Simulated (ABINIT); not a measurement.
# K2Pt (Fm-3m): G0W0 with ABINIT, start to end

Aim: the G0W0 gap of K2Pt (Fm-3m) on LDA, step by step.

Main program and level: ABINIT 10.8.3; LDA and many-body steps on it, plane waves.

### 1. The starting structure

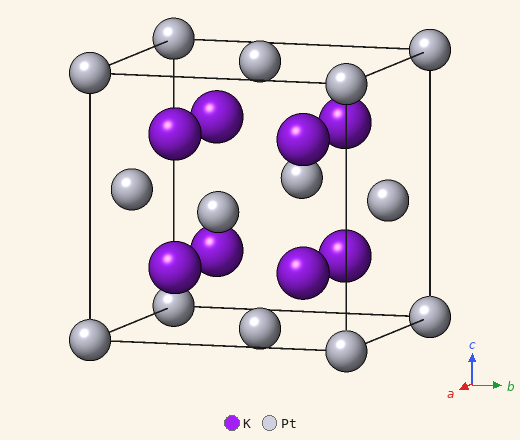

Start, viewed slightly off an axis; potassium purple, platinum light grey. This picture shows the conventional cell, with its axes. Some periodic images of atoms are drawn too.

The cell and positions are those that the Materials Project relaxed with its own functionals (PBE, PBE+U or r2SCAN), kept fixed. Spin-orbit coupling is left out unless a step names it.

### 2. Ground state

This step: ABINIT 10.8.3; DFT, LDA, plane waves, norm-conserving pseudopotentials.

The ground-state density comes first.

run.abi reads:

```
acell 3*1.0 Angstrom
rprim 
  -0.000000000000 3.781463140000 3.781463140000
  3.781463140000 -0.000000000000 3.781463140000
  3.781463140000 3.781463140000 -0.000000000000
ntypat 2
znucl 19 78
natom 3
typat 1 1 2
xred 
  0.750000000000 0.750000000000 0.750000000000
  0.250000000000 0.250000000000 0.250000000000
  0.000000000000 0.000000000000 0.000000000000
pp_dirpath "pseudos"
pseudos "K.upf, Pt.upf"
ecut 34
ngkpt 6 6 6
nshiftk 1
shiftk 0 0 0
kptopt 1
chksymbreak 0
nband 23
occopt 1
tolvrs 1e-10
nstep 60
prtwf 0
optforces 0
optstress 0
indata_prefix "in"
outdata_prefix "out"
tmpdata_prefix "tmp"
```

Started as:

```console
$ OMP_NUM_THREADS=1 mpirun -n 4 abinit run.abi > log
```

Numbers of over 12 decimals in the logs are rounded to 6 here.

Output:

```text
.Version 10.8.3 of ABINIT. v10.8.2 released Aug 2026.

 Symmetries : space group Fm -3 m (#225); Bravais cF (face-center cubic)
================================================================================
 Values of the parameters that define the memory need of the present run
     intxc =       0    ionmov =       0      iscf =       7    lmnmax =       8
     lnmax =       8     mgfft =      54  mpssoang =       4    mqgrid =    3001
     natom =       3  nloc_mem =       1    nspden =       1   nspinor =       1
    nsppol =       1      nsym =      48    n1xccc =    2501    ntypat =       2
    occopt =       1   xclevel =       1
-    mband =          23        mffmem =           1         mkmem =           4
       mpw =        6951          nfft =      157464          nkpt =          16
================================================================================
  Rough estimation (10% accuracy) of disk space for files :
================================================================================

--------------------------------------------------------------------------------
------------- Echo of variables that govern the present computation ------------
--------------------------------------------------------------------------------
 -outvars: echo values of preprocessed input variables --------
            acell      1.8897261259E+00  1.8897261259E+00  1.8897261259E+00 Bohr

      chksymbreak           0
             ecut      3.40000000E+01 Hartree
-          fftalg         312

              ixc       -1012
              kpt      0.00000000E+00  0.00000000E+00  0.00000000E+00
                       1.66666667E-01  0.00000000E+00  0.00000000E+00
                       3.33333333E-01  0.00000000E+00  0.00000000E+00
                       5.00000000E-01  0.00000000E+00  0.00000000E+00
                       1.66666667E-01  1.66666667E-01  0.00000000E+00
                       3.33333333E-01  1.66666667E-01  0.00000000E+00
                       5.00000000E-01  1.66666667E-01  0.00000000E+00
                      -3.33333333E-01  1.66666667E-01  0.00000000E+00
                      -1.66666667E-01  1.66666667E-01  0.00000000E+00
   [... 5 further rows ...]
                      -3.33333333E-01  3.33333333E-01  1.66666667E-01
                      -3.33333333E-01  5.00000000E-01  1.66666667E-01
         kptrlatt        6    0    0      0    6    0      0    0    6
          kptrlen      6.06352241E+01
P           mkmem           4
            natom           3
            nband          23
            ngfft          54      54      54
             nkpt          16
            nstep          60
             nsym          48
           ntypat           2
              occ      2.000000  2.000000  2.000000  2.000000  2.000000  2.000000
                       2.000000  2.000000  2.000000  2.000000  2.000000  2.000000
                       2.000000  2.000000  2.000000  2.000000  2.000000  2.000000
                       0.000000  0.000000  0.000000  0.000000  0.000000
        optforces           0
        optstress           0
            prtwf           0
            rprim     -0.0000000000E+00  3.7814631400E+00  3.7814631400E+00
[...]
spgroup         225

           tolvrs      1.00000000E-10

             xred      7.5000000000E-01  7.5000000000E-01  7.5000000000E-01
[...]
znucl       19.00000   78.00000

================================================================================

 chkinp: Checking input parameters for consistency.

================================================================================
== DATASET  1 ==================================================================
-   mpi_nproc: 4, omp_nthreads: 1 (-1 if OMP is not activated)

--- !DatasetInfo
iteration_state: {dtset: 1, }
dimensions: {natom: 3, nkpt: 16, mband: 23, nsppol: 1, nspinor: 1, nspden: 1, mpw: 6951, }
cutoff_energies: {ecut:  34.0, pawecutdg:  -1.0, }
electrons: {nelect:   3.60000000E+01, charge:   0.00000000E+00, occopt:   1.00000000E+00, tsmear:   1.00000000E-02, }

 Real(R)+Recip(G) space primitive vectors, cartesian coordinates (Bohr,Bohr^-1):
 R(1)=  0.0000000  7.1459297  7.1459297  G(1)= -0.0699699  0.0699699  0.0699699
 R(2)=  7.1459297  0.0000000  7.1459297  G(2)=  0.0699699 -0.0699699  0.0699699
 R(3)=  7.1459297  7.1459297  0.0000000  G(3)=  0.0699699  0.0699699 -0.0699699
 Unit cell volume ucvol=  7.2980395E+02 bohr^3
 Angles (23,13,12)=  6.00000000E+01  6.00000000E+01  6.00000000E+01 degrees

 getcut: wavevector=  0.0000  0.0000  0.0000  ngfft=  54  54  54
         ecut(hartree)=     34.000   => boxcut(ratio)=   2.03641

--- Pseudopotential description ------------------------------------------------
- K Generated using ONCVPSP code by D. R. Hamann
- 19.00000   9.00000  180309                  znucl, zion, pspdat
12 -1012 2 -1 2170                            pspcod,pspxc,lmax,lloc,mmax
     nproj     2     2     2     0
  pspatm : epsatm=    8.21740868
         --- l  ekb(1:nproj) -->
[...]
pspatm: atomic psp has been read  and splines computed

- Pt Generated using ONCVPSP code by D. R. Hamann
- 78.00000  18.00000  180309                  znucl, zion, pspdat
12 -1012 3 -1 1340                            pspcod,pspxc,lmax,lloc,mmax
     nproj     2     2     2     2
  pspatm : epsatm=   26.53268550
         --- l  ekb(1:nproj) -->
[...]
pspatm: atomic psp has been read  and splines computed

   1.54683010E+03                                ecore*ucvol(ha*bohr**3)
--------------------------------------------------------------------------------

_setup2: Arith. and geom. avg. npw (full set) are    6911.097    6911.088

================================================================================

--- !BeginCycle
iteration_state: {dtset: 1, }
solver: {iscf: 7, nstep: 60, nline: 4, wfoptalg: 0, }
tolerances: {tolvrs: 1.00E-10, }

     iter   Etot(hartree)      deltaE(h)  residm     vres2
 ETOT  1  -190.29253294099    -1.903E+02 1.573E-01 9.246E+01
 ETOT  2  -190.50570045331    -2.132E-01 5.338E-02 7.429E+01
 ETOT  3  -190.48995438503     1.575E-02 4.863E-03 1.548E+02
 ETOT  4  -190.50830863241    -1.835E-02 7.205E-03 2.893E+01
 ETOT  5  -190.51184086243    -3.532E-03 3.031E-03 1.428E+00
 ETOT  6  -190.51200005667    -1.592E-04 2.318E-03 1.006E-01
 ETOT  7  -190.51200645042    -6.394E-06 1.043E-03 4.497E-02
 ETOT  8  -190.51201138606    -4.936E-06 6.357E-04 3.530E-04
 ETOT  9  -190.51201143412    -4.806E-08 2.438E-04 1.528E-05
 ETOT 10  -190.51201143542    -1.306E-09 2.410E-04 8.463E-07
 ETOT 11  -190.51201143557    -1.421E-10 1.009E-04 1.062E-08
 ETOT 12  -190.51201143555     1.828E-11 1.031E-04 1.271E-09
 ETOT 13  -190.51201143555    -2.331E-12 7.144E-05 1.795E-12

 At SCF step   13       vres2   =  1.79E-12 < tolvrs=  1.00E-10 =>converged.

--- !ResultsGS
iteration_state: {dtset: 1, }
comment   : Summary of ground state results
lattice_vectors:
- [ -0.0000000,   7.1459297,   7.1459297, ]
- [  7.1459297,  -0.0000000,   7.1459297, ]
- [  7.1459297,   7.1459297,  -0.0000000, ]
lattice_lengths: [  10.10587,   10.10587,   10.10587, ]
lattice_angles: [ 60.000,  60.000,  60.000, ] # degrees, (23, 13, 12)
lattice_volume:   7.2980395E+02
convergence: {deltae: -2.331E-12, res2:  1.795E-12, residm:  7.144E-05, diffor:  0.000E+00, }
etotal    :  -1.90512011E+02
entropy   :   0.00000000E+00
fermie    :   1.01352051E-01
cartesian_stress_tensor: null
pressure_GPa: null
xred      :
- [  7.5000E-01,   7.5000E-01,   7.5000E-01,  K]
- [  2.5000E-01,   2.5000E-01,   2.5000E-01,  K]
- [  0.0000E+00,   0.0000E+00,   0.0000E+00, Pt]
cartesian_forces: null
force_length_stats: {min: null, max: null, mean: null, }

 Integrated electronic density in atomic spheres:
 ------------------------------------------------
 Atom  Sphere_radius  Integrated_density
[...]
2        2.00000          6.91786349
    3        2.00000         14.60774111
================================================================================

 ----iterations are completed or convergence reached----

 Mean square residual over all n,k,spin=   37.909E-08; max=  71.437E-06
 reduced coordinates (array xred) for    3 atoms
       0.750000000000      0.750000000000      0.750000000000
       0.250000000000      0.250000000000      0.250000000000
       0.000000000000      0.000000000000      0.000000000000
 rms dE/dt=  0.0000E+00; max dE/dt=  0.0000E+00; dE/dt below (all hartree)
    1       0.000000000000      0.000000000000      0.000000000000
    2       0.000000000000      0.000000000000      0.000000000000
    3       0.000000000000      0.000000000000      0.000000000000

 cartesian coordinates (angstrom) at end:
    1      5.672195     5.672195     5.672195
    2      1.890732     1.890732     1.890732
    3      0.000000     0.000000     0.000000
 length scales=  1.889726125908  1.889726125908  1.889726125908 bohr
              =  1.000000000000  1.000000000000  1.000000000000 angstroms
 prteigrs : about to open file out_EIG
 Fermi (or HOMO) energy (hartree) =   0.10135   Average Vxc (hartree)=  -0.30315
 Eigenvalues (hartree) for nkpt=  16  k points:
 kpt#   1, nband= 23, wtk=  0.00463, kpt=  0.0000  0.0000  0.0000 (reduced coord)
  -3.40622   -1.71862   -1.71862   -1.71862   -0.97891   -0.97635   -0.38366   -0.38366
  -0.38366   -0.37517   -0.37517   -0.37517    0.01648    0.09398    0.09398    0.09895
   0.09895    0.09895    0.22904    0.22904    0.22904    0.30355    0.31461
 prteigrs : prtvol=0 or 1, do not print more k-points.

--- !EnergyTerms
iteration_state     : {dtset: 1, }
comment             : Components of total free energy in Hartree
kinetic             :  5.80268392006372E+01
hartree             :  5.85301917324322E+01
xc                  : -3.60739825946412E+01
Ewald energy        : -1.02311187308168E+02
psp_core            :  2.11951455487033E+00
local_psp           : -1.87203783951913E+02
non_local_psp       :  1.64003969312327E+01
total_energy        : -1.90512011435550E+02
total_energy_eV     : -5.18409592767149E+03
band_energy         : -2.45140636547838E+01

== END DATASET(S) ==============================================================
================================================================================

 -outvars: echo values of variables after computation  --------
           etotal     -1.9051201144E+02
            nband          23
             nkpt          16
          spgroup         225
 [... the other variables as echoed above ...]

 Calculation completed.
```

The job ended after 46 s (4 MPI ranks of Intel Xeon 6975P-C (Granite Rapids), shared host; peak memory 0.47 GiB).

Numbers from this step:

```
total energy               : -5184.0959 eV
gap                        : 1.306 eV
k of the valence top       : 0.5, 0.5, 0
k of the conduction bottom : 0.5, 0, 0
least direct gap           : 1.381 eV
```

The gap is indirect, with the least direct gap 0.07 eV higher.

(Part 1 of 3 ends here.)

[Paths, hosts, dates, memory and timing lines, banners, echoed tables and standing remarks are left out of the program output.]

[Logs are printed without paths, hosts, clocks, repeated set-up lines and the standing remarks that a program may print on its own settings, such as how far it seeks lower states.]

[Runs of the session that timed out or met a known fault of the program may be left out.]

[Hosts, paths, dates, database ids (printed as entryN), source tags and the programs' standing remarks are cut or masked in the printed files.]

[G0W0 gaps are taken among the corrected bands and points alone; a level outside them can change the order at an edge.]

[Where Ansatz stands beside ABINIT at settings called matched, ABINIT's density can come from a denser mesh and the files from another edition; pairs whose starting gaps differed by over 0.03 eV were left out, so agreement reads better than it is.]
